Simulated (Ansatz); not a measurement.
**Amorphous Zr20O41Sr**

Preparation: random packing, a CHGNet melt and quench, and a DFT relaxation. O atoms were pushed apart under 1.9 Å during the dynamics, to hinder bonds among them. The hot cell started wider than the set density and was brought back towards it in steps. It is the lowest in DFT energy of 2 quenches. It is a model cell: composition and starting density were chosen by hand, and all elements were melted together. No dispersion term was used.

Methods: PBE, scalar-relativistic without spin-orbit coupling (Ansatz, a first-principles code); r2SCAN, scalar-relativistic without spin-orbit coupling (Ansatz); HSE06, scalar-relativistic without spin-orbit coupling (Ansatz). Geometry, pressure, stress and energy are those of the PBE run. Its sampling: a 2×2×2 Γ-centred mesh; Fermi-Dirac width 0.02 eV; no spin polarisation. Other functionals are single points at the zone centre (r2SCAN at 500 eV; exact exchange cut at the cell's faces), free to take moments where seeds were set. At PBE the levels at the filled edge of the gap are localised (band-tail or defect states).

Number of atoms in the cell: 62
Density (held, not predicted): 5.30 g/cm³
Volume per atom: 12.99 Å³
Pressure on a 2×2×2 Γ-centred mesh: 0.27 GPa
Largest force and stress component on that mesh (the relaxation ran on the zone centre alone): 0.11 eV/Å and 0.3 GPa
Level gap on a 2×2×2 Γ-centred mesh (PBE): 3.52 eV
Level gap at the zone centre (PBE): 3.61 eV
Level gap at the zone centre (r2SCAN): 4.07 eV
Level gap at the zone centre (HSE06): 5.14 eV

Bonds are counted up to Zr-Zr 3.41 Å, Zr-O 2.72 Å, Zr-Sr 3.80 Å, O-O 1.58 Å, O-Sr 3.13 Å, Sr-Sr 4.18 Å. Two cations that share two anions don't count as bonded, nor two that share one unless they lie closer than Zr-Zr 3.32 Å, Zr-Sr 3.69 Å, Sr-Sr 4.07 Å.

```json
{
  "Mean coordination of Zr by anions": "6.55 (2 with 5, 7 with 6, 9 with 7, 2 with 8)",
  "Mean coordination of O": "3.39 (1 with 2, 23 with 3, 17 with 4)",
  "Mean coordination of Sr by anions": "8.00 (1 with 8)",
  "Mean Zr-O bond": "2.179 Å (spread 0.146 Å, 131 counted)",
  "Mean O-Sr bond": "2.667 Å (spread 0.179 Å, 8 counted)"
}
```

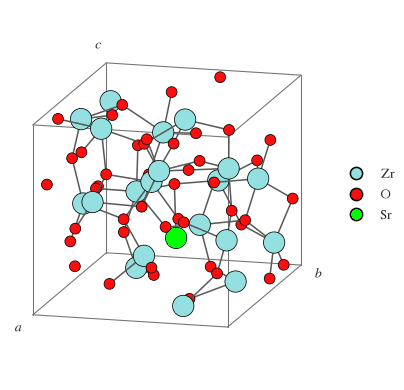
*The relaxed cell*

Its density started from a set value of 5.29 g/cm³. The quench (nominally 450 K/ps over its main leg) was far faster than any real one, so the model tends to hold more defects than a real film. Values belong to this one cell and scatter from quench to quench. The volume was held where the preparation left it and the shape relaxed, at a PBE pressure of 0.3 GPa.
